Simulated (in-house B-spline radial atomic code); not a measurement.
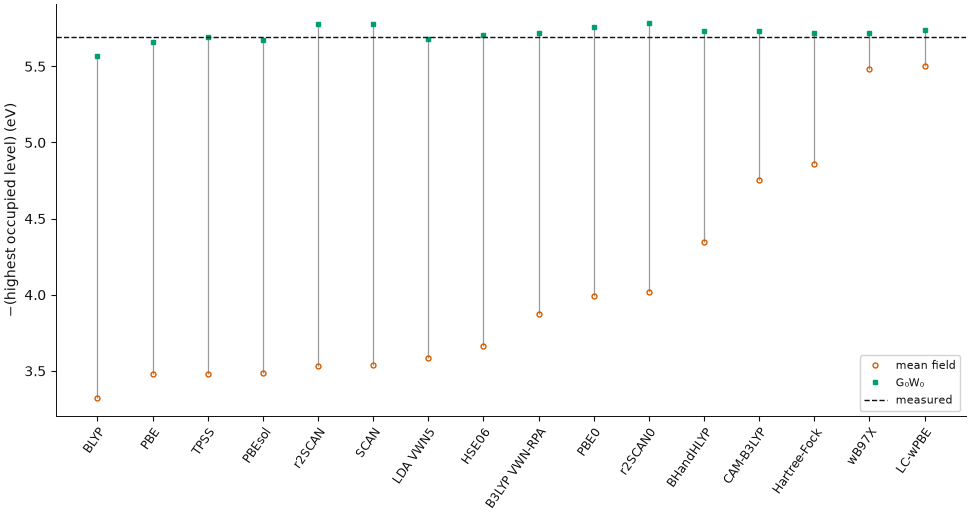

Binding energy of the highest level (5s) of Sr I ([Kr] 5s²) on 16 mean-field starts and after G₀W₀. All-electron spherical atom, non-relativistic, no spin-orbit coupling, Breit or QED terms; computed with a B-spline radial code.

How much does the result depend on the start?

Answer. The mean-field values spread from 3.32 eV (BLYP) to 5.50 eV (LC-wPBE); after G₀W₀ they lie between 5.57 eV (BLYP) and 5.79 eV (r2SCAN0), so the spread shrinks from 2.18 to 0.22 eV. The measured removal energy is 5.69 eV; the nearest G₀W₀ value is that on TPSS (5.69 eV).

```tsv
Start	Mean field (eV)	G₀W₀ (eV)	RPA correlation (hartree)
BLYP	3.32	5.57	−2.753
PBE	3.48	5.66	−2.751
TPSS	3.48	5.69	−2.734
PBEsol	3.49	5.67	−2.752
r2SCAN	3.53	5.78	−2.704
SCAN	3.54	5.78	−2.703
LDA VWN5	3.59	5.68	−2.756
HSE06	3.66	5.71	−2.685
B3LYP VWN-RPA	3.88	5.72	−2.690
PBE0	3.99	5.76	−2.672
r2SCAN0	4.01	5.79	−2.643
BHandHLYP	4.35	5.73	−2.606
CAM-B3LYP	4.75	5.73	−2.646
Hartree-Fock	4.86	5.72	−2.484
wB97X	5.49	5.72	−2.624
LC-wPBE	5.50	5.74	−2.634
```

Limits of the model: relativity, absent here, matters against the tabulated value.
